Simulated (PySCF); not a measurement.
**C4H7Ga: one change and its effect**

System: C4H7Ga.
Method of run A: TDDFT PBE0/6-31G*, vertical, gas phase, core orbitals frozen in the response (PySCF 2.14.0).

The geometry comes from this level: PBE0-D3(BJ)/def2-SVP. Text and figures count atoms from 1; the logs count them from 0 in places.

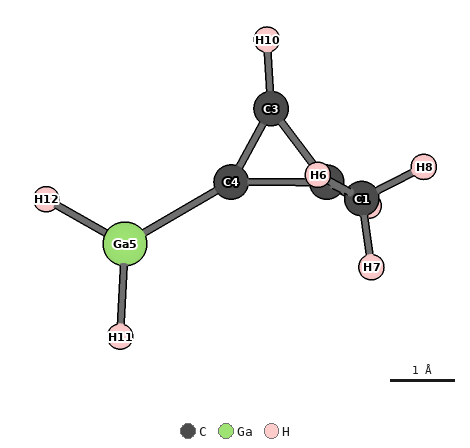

Figure 1. The structure as given in the input (ball-and-stick view, seen at a tilt; atoms are numbered from 1 in the order of the input). Sticks mark near contacts.

### The input, run A
```
{"job": {"kind": "uv", "xc": "PBE0", "basis": "6-31G*"}, "charge": 0, "multiplicity": 1}
C     -1.566615     0.719057    -0.563400
C     -0.831683    -0.482800    -0.015956
C     -0.228934    -0.497092     1.335550
C      0.647979    -0.424810     0.360664
Ga     2.489810    -0.223777    -0.188065
H     -1.160772     1.653397    -0.145044
H     -1.477875     0.772587    -1.661076
H     -2.641838     0.678579    -0.321488
H     -1.203273    -1.438724    -0.421720
H     -0.415864    -0.490091     2.408664
H      2.807486     0.245220    -1.649673
H      3.621198    -0.538312     0.852277
```

The first line tells a small driver script what to run in PySCF; the rest is the geometry in Å.

Command:
```bash
OMP_NUM_THREADS=1 python <driver script> task.json out
```

Hardware: 1 CPU thread, shared host.

### Output (run A)
```
coarse grid: 45440 points
cycle   1  E = -2080.5945457168  dE =  3.890e-02  |g| = 5.772e-01  |ddm| = 3.308e+00
cycle   2  E = -2080.5600647605  dE =  3.448e-02  |g| = 7.466e-01  |ddm| = 1.237e+00
cycle   3  E = -2080.6538871220  dE = -9.382e-02  |g| = 3.651e-02  |ddm| = 7.547e-01
cycle   4  E = -2080.6541256207  dE = -2.385e-04  |g| = 2.069e-02  |ddm| = 5.776e-02
cycle   5  E = -2080.6542294368  dE = -1.038e-04  |g| = 3.405e-03  |ddm| = 2.079e-02
cycle   6  E = -2080.6542314815  dE = -2.045e-06  |g| = 2.087e-03  |ddm| = 4.718e-03
final grid: 95728 points
cycle   7  E = -2080.6542806961  dE =  2.989e-06  |g| = 3.995e-03  |ddm| = 5.096e-03
cycle   8  E = -2080.6542685912  dE =  1.210e-05  |g| = 7.919e-03  |ddm| = 1.021e-02
cycle   9  E = -2080.6542847645  dE = -1.617e-05  |g| = 2.140e-04  |ddm| = 6.881e-03
cycle  10  E = -2080.6542847745  dE = -1.002e-08  |g| = 1.745e-05  |ddm| = 1.818e-04
cycle  11  E = -2080.6542847746  dE = -7.640e-11  |g| = 4.159e-06  |ddm| = 2.196e-05
converged SCF energy = -2080.6542847746

Static polarisability (au): isotropic 66.757, principal 44.504 65.400 90.368

Singlet excitations
state   eV       nm        f      main configurations
  1   4.0218    308.3   0.00102   H-1->L 0.96
  2   4.4249    280.2   0.12794   H->L 0.94
  3   5.0058    247.7   0.00512   H-2->L 0.98
  4   5.8453    212.1   0.00267   H-3->L 0.95
  5   6.5462    189.4   0.00323   H-1->L+1 0.93
  6   7.0490    175.9   0.02535   H->L+1 0.78, H-4->L 0.13
  7   7.1676    173.0   0.00742   H-4->L 0.68, H->L+1 0.10, H->L+2 0.10
  8   7.4344    166.8   0.03100   H->L+2 0.86
  9   7.6333    162.4   0.01151   H-5->L 0.40, H-2->L+1 0.35
 10   7.7871    159.2   0.15827   H-1->L+2 0.81, H-5->L 0.09

Triplet excitations (Tamm-Dancoff, eV): 3.1595 3.7386 4.6210 5.4212
```

The input of run B differs as follows (lines with − go, lines with + come):
```diff
-"basis": "6-31G*"
+"basis": "def2-TZVP"
```

Predict how the results change.

The total energy of run B is 211.5 kcal/mol lower, which measures the change of basis and not a stability. The HOMO goes from −7.09 to −7.24 eV. The LUMO goes from −1.87 to −1.95 eV. The dipole moment goes from 0.67 to 0.58 D. The strongest computed line goes from 7.79 to 7.64 eV. The SCF takes 12 iterations against 11. The basis functions go from 102 to 214.

### Output (run B)
```
coarse grid: 45440 points
cycle   1  E = -2080.9119106303  dE =  4.164e-02  |g| = 7.982e-01  |ddm| = 2.668e+00
cycle   2  E = -2080.8500420524  dE =  6.187e-02  |g| = 1.077e+00  |ddm| = 1.166e+00
cycle   3  E = -2080.9907936740  dE = -1.408e-01  |g| = 4.522e-02  |ddm| = 7.207e-01
cycle   4  E = -2080.9910873953  dE = -2.937e-04  |g| = 3.194e-02  |ddm| = 6.214e-02
cycle   5  E = -2080.9913260514  dE = -2.387e-04  |g| = 7.108e-03  |ddm| = 2.456e-02
cycle   6  E = -2080.9913350262  dE = -8.975e-06  |g| = 3.601e-03  |ddm| = 7.206e-03
cycle   7  E = -2080.9913383471  dE = -3.321e-06  |g| = 5.202e-04  |ddm| = 3.363e-03
final grid: 95728 points
cycle   8  E = -2080.9913407387  dE =  7.809e-08  |g| = 8.174e-04  |ddm| = 3.599e-03
cycle   9  E = -2080.9913403526  dE =  3.860e-07  |g| = 1.503e-03  |ddm| = 1.717e-03
cycle  10  E = -2080.9913408904  dE = -5.377e-07  |g| = 1.360e-04  |ddm| = 1.160e-03
cycle  11  E = -2080.9913408949  dE = -4.514e-09  |g| = 1.715e-05  |ddm| = 1.144e-04
cycle  12  E = -2080.9913408949  dE = -7.003e-11  |g| = 2.570e-06  |ddm| = 1.797e-05
converged SCF energy = -2080.9913408949

Static polarisability (au): isotropic 76.034, principal 54.515 74.852 98.734

Singlet excitations
state   eV       nm        f      main configurations
  1   4.0468    306.4   0.00097   H-1->L 0.95
  2   4.4599    278.0   0.11759   H->L 0.94
  3   4.9737    249.3   0.00422   H-2->L 0.98
  4   5.8382    212.4   0.00200   H-3->L 0.93
  5   6.3623    194.9   0.00477   H-1->L+1 0.92
  6   6.7743    183.0   0.02712   H->L+1 0.91
  7   7.1129    174.3   0.00572   H-4->L 0.78, H->L+2 0.11
  8   7.3692    168.2   0.02377   H->L+2 0.81
  9   7.5048    165.2   0.00209   H-2->L+1 0.58, H-5->L 0.13, H-4->L 0.09
 10   7.6372    162.3   0.16652   H->L+3 0.57, H-1->L+2 0.32

Triplet excitations (Tamm-Dancoff, eV): 3.1993 3.7503 4.5777 5.4099
```

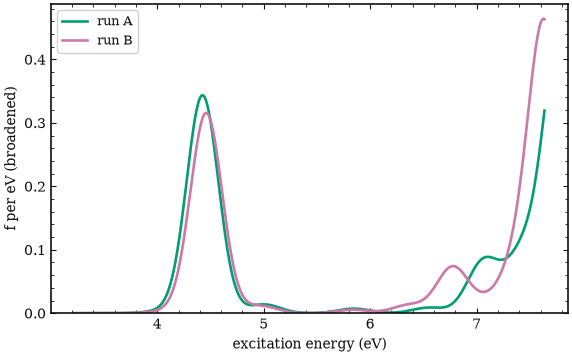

Figure 2. Absorption of the two runs from their computed states, each broadened by a Gaussian of 0.35 eV full width; the range ends where the shorter list of states ends.

### The two runs side by side

| quantity | run A | run B |
| --- | --- | --- |
| outcome | converged | converged |
| total energy (hartree) | −2080.654285 | −2080.991341 |
| HOMO (eV) | −7.09 | −7.24 |
| LUMO (eV) | −1.87 | −1.95 |
| dipole moment (D) | 0.67 | 0.58 |
| lowest excitation (eV) | 4.02 | 4.05 |
| SCF iterations | 11 | 12 |
| strongest computed line (eV) | 7.79 | 7.64 |
| basis functions | 102 | 214 |
| wall time (shared host) | 11 s | 34 s |

For both runs: Spin–orbit coupling is left out, which matters for the heavy atoms.
